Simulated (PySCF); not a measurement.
## Electronic structure of C$_{3}$H$_{10}$NOSi (doublet) in real space

```csv
atom,x (Å),y (Å),z (Å)
C,-1.7255,-1.8348,-0.5740
C,-0.9925,-0.5539,-0.4932
Si,0.7625,-0.4260,0.0922
O,1.1045,-1.4921,1.2813
N,0.9752,1.1674,0.7241
C,0.8048,2.3632,-0.0630
H,-1.1692,-2.6382,-0.0983
H,-1.9102,-2.1121,-1.6171
H,-2.7094,-1.7517,-0.1031
H,-1.5057,0.2890,-0.9329
H,1.7516,-0.8717,-0.8996
H,0.6292,-1.4451,2.1064
H,1.7324,1.2749,1.3841
H,-0.0423,2.2264,-0.7300
H,1.6838,2.5961,-0.6758
H,0.6032,3.2174,0.5874
```

Geometry: GFN2-xTB.

The calculation used UKS B3LYP, pcH-1 on C H N O Si, non-relativistic, mean-field spin-orbit, GIAO in PySCF 2.14.0, density-fitted response routines.

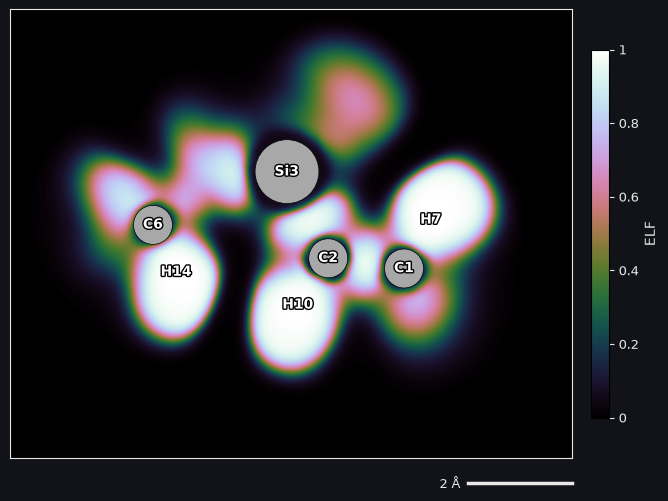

Figure 1. ELF on the plane of atoms C1, C2 and Si3. Grey discs cover the atomic cores.

What does the map show?

Answer. Atoms in the plane: C, Si and H.
C–C (1.48 Å): the ELF peaks at about 0.95 between the atoms (a shared electron pair).
C–Si (1.85 Å): the ELF peaks at about 0.95 between the atoms, as expected for a shared electron pair.

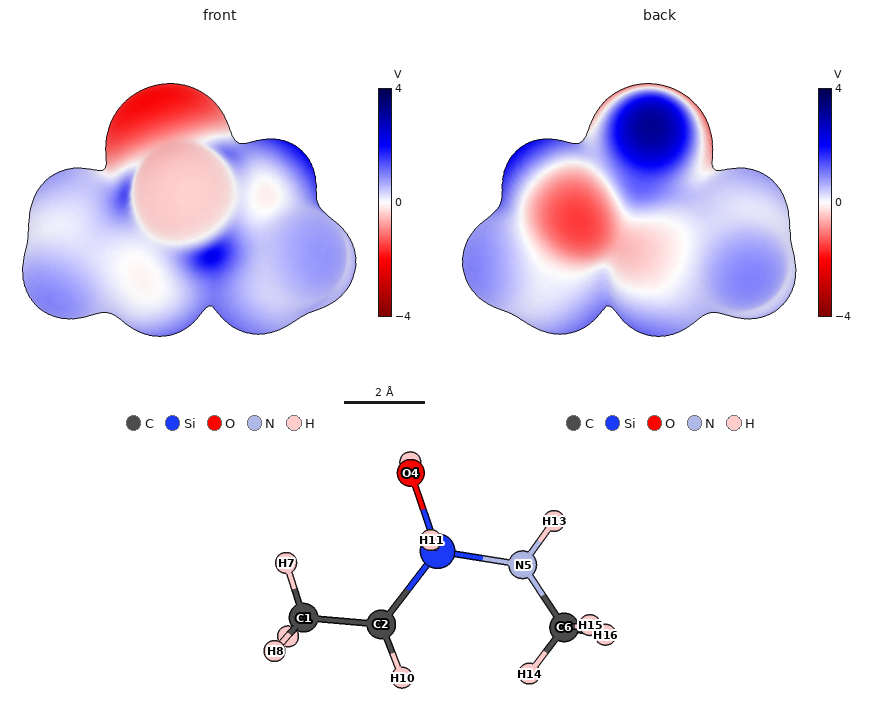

Figure 2. The electrostatic potential painted on the density surface at 0.004 e/bohr³, seen from the front and from behind; red is negative and blue positive. The bare structure is drawn below in the same view.

Where is the surface potential most negative and most positive?

Answer. The most negative region (about −1.9 V) lies over O4, the most positive (about +3.1 V) over H12. O4 is the likeliest acceptor of a hydrogen bond.
